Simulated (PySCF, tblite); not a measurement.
**C3H8NOSi radical: geometry, infrared bands and EPR parameters**

Aim: predict the infrared bands and EPR parameters of C3H8NOSi radical (`C=CCO[SiH]N`).

The runs use tblite 0.8.0 and PySCF 2.14.0, with density-fitted response routines of our own; the level of theory stands in each step. All values are computed, except where a source is named. Atoms are numbered from 0 throughout.

## 1. The starting structure

14 atoms, charge 0, multiplicity 2; geometry from: force field or distance geometry start.

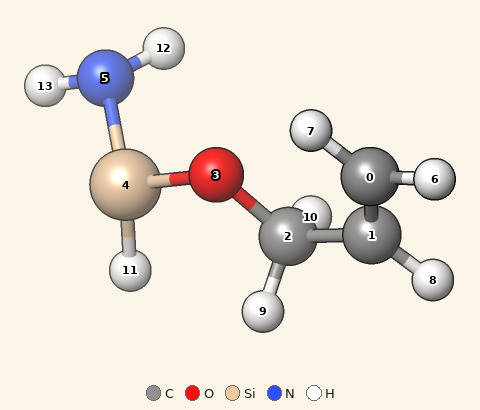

The starting geometry (carbon grey, oxygen red, silicon light orange, nitrogen blue, hydrogen white), atoms numbered.

## 2. Optimising the geometry with GFN2-xTB

Job settings and geometry (Å):

```
{"job": {"kind": "relax", "xc": "GFN2-xTB", "basis": "xTB"}, "charge": 0, "multiplicity": 2}
C     -2.427200    -0.508900    -0.281600
C     -1.735900     0.350500    -1.020700
C     -0.411000     0.822900    -0.529000
O     -0.081100     0.282600     0.707900
Si     1.444300     0.912000     1.149600
N      2.706200    -0.329800     1.244800
H     -3.398800    -0.811900    -0.710100
H     -2.103000    -0.884400     0.679000
H     -2.101500     0.705900    -1.980200
H     -0.458100     1.932700    -0.490700
H      0.377500     0.554900    -1.253800
H      1.821100     2.104100     0.408500
H      2.791800    -0.937800     0.438000
H      3.575100     0.086700     1.616000
```

Started as:

```console
> OMP_NUM_THREADS=1 python probes_run.py task.json out
```

The driver reads the jobs from task.json and runs them one after another.

Output:

```text
step      E/eV     max force
  0    -521.24326    2.125
  1    -521.41945    1.435
  2    -521.52100    1.125
  3    -521.56575    1.059
  4    -521.61192    0.450
  5    -521.63396    0.316
  6    -521.64353    0.277
  7    -521.65468    0.298
  8    -521.66459    0.309
  9    -521.67509    0.370
 10    -521.68454    0.293
 11    -521.69223    0.260
 12    -521.69844    0.207
 13    -521.70512    0.221
 14    -521.71355    0.249
 15    -521.72180    0.233
 16    -521.72671    0.203
 17    -521.72968    0.159
 18    -521.73225    0.123
 19    -521.73470    0.158
 20    -521.73699    0.142
 21    -521.73878    0.097
 22    -521.74045    0.121
 23    -521.74243    0.147
 24    -521.74479    0.176
 25    -521.74689    0.155
 26    -521.74859    0.104
 27    -521.75033    0.099
 28    -521.75224    0.141
 29    -521.75441    0.168
 30    -521.75685    0.150
 31    -521.75941    0.130
 32    -521.76187    0.135
 33    -521.76382    0.103
 34    -521.76483    0.080
 35    -521.76516    0.096
 36    -521.76558    0.057
 37    -521.76599    0.076
 38    -521.76658    0.084
 39    -521.76718    0.076
 40    -521.76828    0.146
 41    -521.76976    0.270
 42    -521.77226    0.343
 43    -521.77631    0.244
 44    -521.77979    0.195
 45    -521.78143    0.245
 46    -521.78361    0.153
 47    -521.78622    0.115
 48    -521.78979    0.130
 49    -521.79234    0.114
 50    -521.79347    0.122
 51    -521.79440    0.070
 52    -521.79522    0.068
 53    -521.79594    0.088
 54    -521.79670    0.087
 55    -521.79735    0.073
 56    -521.79788    0.053
 57    -521.79847    0.086
 58    -521.79922    0.122
 59    -521.80006    0.124
 60    -521.80094    0.085
 61    -521.80207    0.104
 62    -521.80395    0.138
 63    -521.80687    0.199
 64    -521.80981    0.466
 65    -521.81243    0.198
 66    -521.81576    0.149
 67    -521.81797    0.343
 68    -521.82074    0.090
 69    -521.82273    0.125
 70    -521.82492    0.202
 71    -521.82674    0.187
 72    -521.82856    0.164
 73    -521.83046    0.101
 74    -521.83006    0.313
 75    -521.83220    0.083
 76    -521.83256    0.049
 77    -521.83312    0.044
 78    -521.83362    0.046
 79    -521.83424    0.049
 80    -521.83469    0.047
 81    -521.83505    0.050
 82    -521.83544    0.063
 83    -521.83591    0.065
 84    -521.83638    0.074
 85    -521.83678    0.055
 86    -521.83715    0.049
 87    -521.83754    0.048
 88    -521.83796    0.043
 89    -521.83832    0.049
 90    -521.83863    0.051
 91    -521.83897    0.043
 92    -521.83947    0.052
 93    -521.84011    0.056
 94    -521.84066    0.050
 95    -521.84096    0.042
 96    -521.84117    0.032
 97    -521.84148    0.041
 98    -521.84198    0.047
 99    -521.84265    0.057
100    -521.84321    0.045
101    -521.84355    0.051
102    -521.84376    0.038
103    -521.84406    0.038
104    -521.84445    0.052
105    -521.84506    0.068
106    -521.84576    0.082
107    -521.84647    0.083
108    -521.84712    0.057
109    -521.84764    0.034
110    -521.84779    0.025
111    -521.84790    0.021
112    -521.84796    0.022
113    -521.84801    0.013
114    -521.84803    0.012
115    -521.84805    0.015
116    -521.84808    0.015
117    -521.84815    0.023
118    -521.84829    0.031
119    -521.84853    0.043
120    -521.84888    0.051
121    -521.84927    0.046
122    -521.84966    0.053
123    -521.84997    0.049
124    -521.85017    0.047
125    -521.85029    0.032
126    -521.85035    0.042
127    -521.85043    0.018
128    -521.85049    0.012
129    -521.85053    0.011
130    -521.85056    0.011
131    -521.85058    0.008
```

Run time: 0.63 s. Hardware: 1 thread of Arm Neoverse V2, shared host.

The steps of the relaxation: (not every step is listed)

```
step  energy from step 0 (eV)  largest force (eV/Å)
   0                   0.0000                2.1254
   1                  -0.1762                1.4348
   2                  -0.2777                1.1246
   3                  -0.3225                1.0586
   4                  -0.3687                0.4502
   5                  -0.3907                0.3161
   6                  -0.4003                0.2767
   7                  -0.4114                0.2977
   8                  -0.4213                0.3088
  19                  -0.4914                0.1577
  30                  -0.5136                0.1503
  41                  -0.5265                0.2703
  52                  -0.5520                0.0684
  63                  -0.5636                0.1994
  74                  -0.5868                0.3134
  85                  -0.5935                0.0551
  96                  -0.5979                0.0325
 107                  -0.6032                0.0833
 118                  -0.6050                0.0307
 126                  -0.6071                0.0422
 127                  -0.6072                0.0183
 128                  -0.6072                0.0118
 129                  -0.6073                0.0114
 130                  -0.6073                0.0109
 131                  -0.6073                0.0078
```

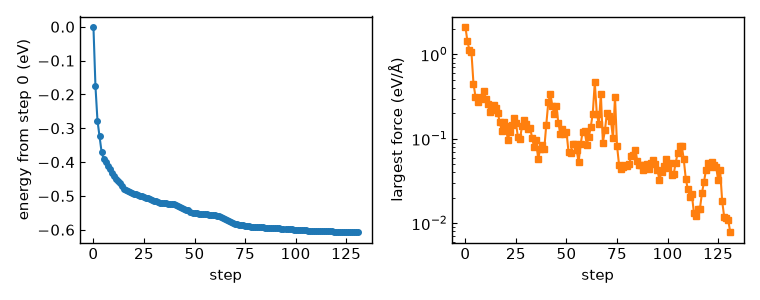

Energy and force, step by step.

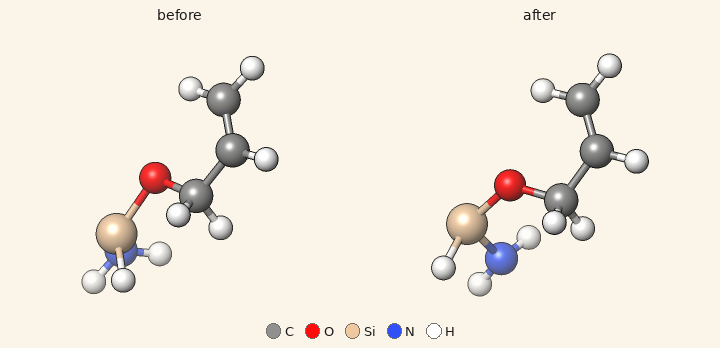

Before and after, at one scale.

Distances of close pairs at the start and the end, largest changes first:

```
   bond  before (Å)  after (Å)  change (Å)
 O3–Si4       1.708      1.620      -0.088
 Si4–N5       1.773      1.738      -0.035
  C0–H6       1.104      1.076      -0.028
 N5–H13       1.033      1.007      -0.026
  C2–O3       1.389      1.403      +0.014
  C2–H9       1.111      1.100      -0.011
  C0–C1       1.328      1.319      -0.009
Si4–H11       1.453      1.461      +0.008
```

The next job starts from the end point, and lists it.

## 3. Harmonic vibrations with GFN2-xTB

Job settings and geometry (Å):

```
{"job": {"kind": "ir", "xc": "GFN2-xTB", "basis": "xTB"}, "charge": 0, "multiplicity": 2}
C     -2.401394    -0.476227    -0.221856
C     -1.608998     0.183644    -1.044046
C     -0.327054     0.843785    -0.639734
O     -0.068283     0.689179     0.730610
Si     1.348104     0.860319     1.498920
N      2.563229    -0.080007     0.685719
H     -3.315767    -0.935759    -0.555255
H     -2.155522    -0.571320     0.821861
H     -1.843514     0.290371    -2.095568
H     -0.383342     1.916910    -0.875768
H      0.499124     0.423639    -1.230086
H      1.870779     2.224103     1.466145
H      2.322747    -1.011292     0.380555
H      3.499213    -0.077792     1.056335
```

Output:

```text
mode    cm-1     km/mol
  1      11.3      0.86
  2      74.1      0.68
  3     127.7      2.21
  4     132.5      2.26
  5     213.7      7.91
  6     223.6     12.24
  7     308.9     14.09
  8     518.2      5.61
  9     547.7      2.45
 10     550.1     62.40
 11     608.6    207.39
 12     636.0     60.22
 13     786.5      3.73
 14     824.7    100.23
 15     871.8    154.43
 16     891.5     11.02
 17     948.7     17.78
 18     975.3      1.97
 19    1018.1    104.61
 20    1022.1     78.81
 21    1113.8     59.05
 22    1210.3      2.96
 23    1278.2      7.89
 24    1330.4      1.97
 25    1395.5      0.61
 26    1458.5      0.37
 27    1525.2     51.61
 28    1719.5     15.14
 29    2240.9    298.56
 30    2847.9     54.28
 31    2886.5     48.31
 32    3048.1     50.18
 33    3109.4     18.29
 34    3138.9     41.66
 35    3463.6      3.96
 36    3513.2      0.88
```

Run time: 0.32 s. Hardware: 1 thread of Arm Neoverse V2, shared host.

Which atoms move in the most intense modes:

```
cm⁻¹  km/mol                                  atoms
 550    62.4  H12 30 %, H13 29 %, H11 23 %, N5 12 %
 609   207.4                     H11 57 %, Si4 15 %
 636    60.2                               H11 85 %
 825   100.2  H12 30 %, N5 17 %, Si4 16 %, H13 12 %
 872   154.4             Si4 35 %, N5 34 %, C2 10 %
1018   104.6              H8 25 %, O3 25 %, H7 20 %
1022    78.8              H8 34 %, H7 28 %, O3 13 %
2241   298.6                               H11 97 %
```

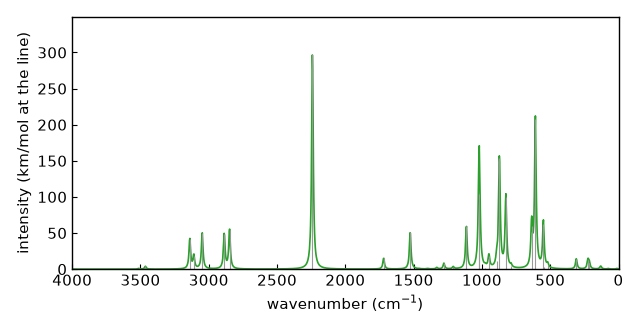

The infrared spectrum from these modes, unscaled. Lines are broadened to a width of 14 cm⁻¹ (Lorentzian).

## 4. g tensor and hyperfine couplings: B3LYP/pcH-1

Settings changed since step 3:

```diff
@@ -1,2 +1,2 @@
-{"job": {"kind": "ir", "xc": "GFN2-xTB", "basis": "xTB"}, "charge": 0, "multiplicity": 2}
+{"job": {"kind": "epr", "basis": "pcH-1"}, "charge": 0, "multiplicity": 2}
 C     -2.401394    -0.476227    -0.221856
```

With the program's defaults for keys left out, this is: UKS B3LYP, pcH-1 on C H N O Si, non-relativistic, mean-field spin-orbit, GIAO.

Output:

```text
UKS, coarse grid
  cycle   1  E = -538.47482819  |g| = 6.15e-01
  cycle   2  E = -538.22588055  |g| = 1.01e+00
  cycle   3  E = -538.61265862  |g| = 9.74e-02
  cycle   4  E = -538.61542450  |g| = 5.05e-02
  cycle   5  E = -538.61640734  |g| = 1.44e-02
  cycle   6  E = -538.61649338  |g| = 4.43e-03
  cycle   7  E = -538.61650179  |g| = 6.24e-04
UKS, final grid
  cycle   1  E = -538.61653024  |g| = 7.11e-04
  cycle   2  E = -538.61652989  |g| = 1.13e-03
  cycle   3  E = -538.61653050  |g| = 1.36e-04
  cycle   4  E = -538.61653051  |g| = 2.87e-05
E = -538.61653051 Eh   <S^2> = 0.7519 (exact 0.7500)
g shifts (ppm)      1          2          3
  rmc          -165       -165       -165
  gc             96         12         79
  oz_so        -958        -18        330
  total       -1026       -171        244
hyperfine (MHz)  atom isotope    a_iso     a_fc   dipolar eigenvalues
    0   13C       0.13       0.13     -0.23     -0.16      0.38
    1   13C      -0.88      -0.88     -0.33     -0.26      0.60
    2   13C      21.81      21.82     -2.95     -2.75      5.70
    3   17O     -98.30     -98.27     -7.25      2.65      4.60
    4  29Si    -689.86    -690.74   -133.76     65.68     68.08
    5   14N       6.30       6.28     -9.22     -8.92     18.14
    6    1H      -0.06      -0.06     -0.46     -0.42      0.88
    7    1H       0.16       0.16     -1.29     -1.10      2.39
    8    1H       2.10       2.10     -0.62     -0.52      1.14
    9    1H      -1.63      -1.63     -2.16     -0.97      3.14
   10    1H      -1.88      -1.88     -2.50     -0.33      2.83
   11    1H     185.53     185.53     -6.56     -0.67      7.23
   12    1H     -11.05     -11.08    -11.60     -3.48     15.08
   13    1H     -11.14     -11.17    -11.04     -3.11     14.16
```

Wall time 57 s (1 thread of Arm Neoverse V2, shared host); peak memory 0.85 GiB.

Principal g values 2.00129, 2.00215, 2.00256; g(iso) = 2.00200, against 2.00232 for a free electron.

Mean a(iso) over the nuclei that a row names, and the largest dipolar term of the row (other rows stand at the frozen geometry):

```
  nuclei  isotope  a(iso) (MHz)  a(iso) (G, at g = 2.0023)  largest dipolar term (MHz)
     Si4     29Si        -689.9                     -246.2                      -133.8
     H11       1H         185.5                       66.2                         7.2
      O3      17O         -98.3                      -35.1                        -7.3
      C2      13C          21.8                        7.8                         5.7
H12, H13       1H         -11.1                       -4.0                        15.1
      N5      14N           6.3                        2.2                        18.1
      H8       1H           2.1                        0.8                         1.1
 H9, H10       1H          -1.8                       -0.6                         3.1
      C1      13C          -0.9                       -0.3                         0.6
      H7       1H           0.2                        0.1                         2.4
      C0      13C           0.1                        0.0                         0.4
      H6       1H          -0.1                        0.0                         0.9
```

Mulliken spin populations:

C0 0.00; C1 0.00; C2 0.02; O3 0.00; Si4 0.76; N5 0.14; H6 0.00; H7 0.00; H8 0.00; H9 0.00; H10 0.00; H11 0.09; H12 -0.01; H13 0.00

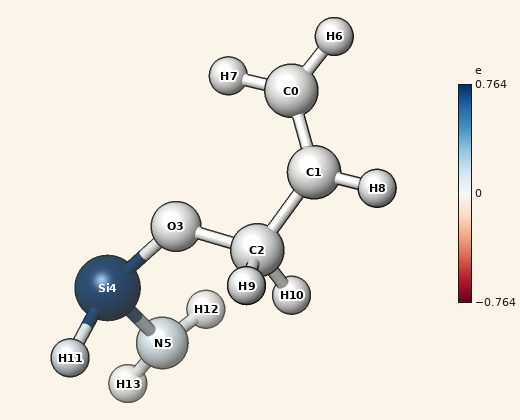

Mulliken spin populations, as colours on the atoms.

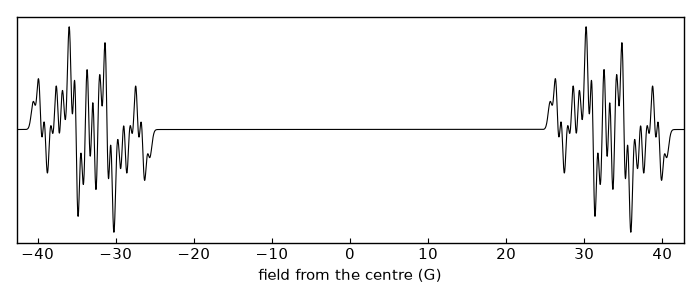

First-order isotropic spectrum (first derivative, main isotopes with spin only, couplings over 0.8 MHz, Gaussian width 0.3 G; couplings of the frozen geometry, rotation of groups not averaged beyond the rows shown).

Orbitals, density, ELF and potential are computed afterwards from the orbital file.

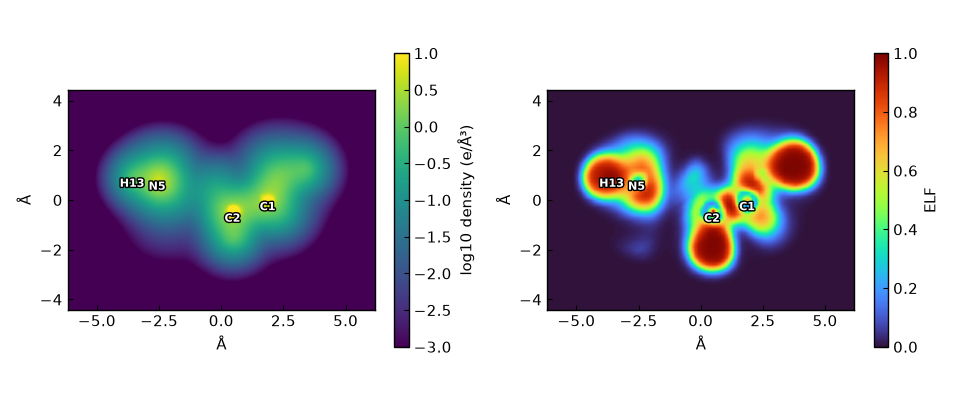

Density (left) and ELF (right) in a plane through or near 4 of the atoms.

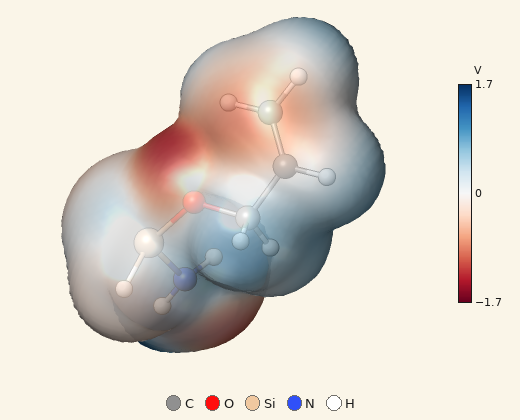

The potential that a unit positive charge feels on the 0.002 e/bohr³ surface, from -1.12 V near O3 to 1.70 V near H13.

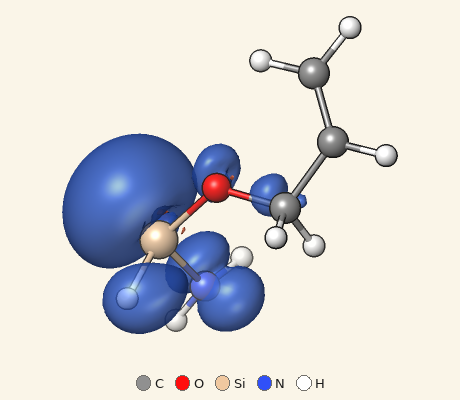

Spin density at ±0.02 e/Å³ (alpha excess blue, beta excess red).

## 5. Summary of results

| quantity | value |
| --- | --- |
| strongest single infrared mode (GFN2-xTB) | 2241 cm⁻¹, 299 km/mol |
| zero-point energy (GFN2-xTB) | 66.6 kcal/mol |
| g(iso) (B3LYP) | 2.00200 |
| ⟨S²⟩ | 0.752 (exact 0.75) |
| largest a(iso) (averaged by class) | 29Si on Si4, -689.9 MHz |
| surface potential, least and greatest | -1.12 V and 1.70 V |

In words: The optimisation took 131 steps and gained 0.607 eV; among the close pairs (by a distance rule), O3–Si4 changed most, from 1.708 to 1.620 Å. All 36 modes are real, so the xTB geometry is a minimum. The strongest single mode, at 2241 cm⁻¹, moves mainly H11. GFN2-xTB is a fitted tight-binding method: band positions and strengths are rough. Its intensities can rank the bands wrongly. Si4 carries the largest spin population, 0.76 e. The isotropic g lies 0.3 ppt below the free-electron value.
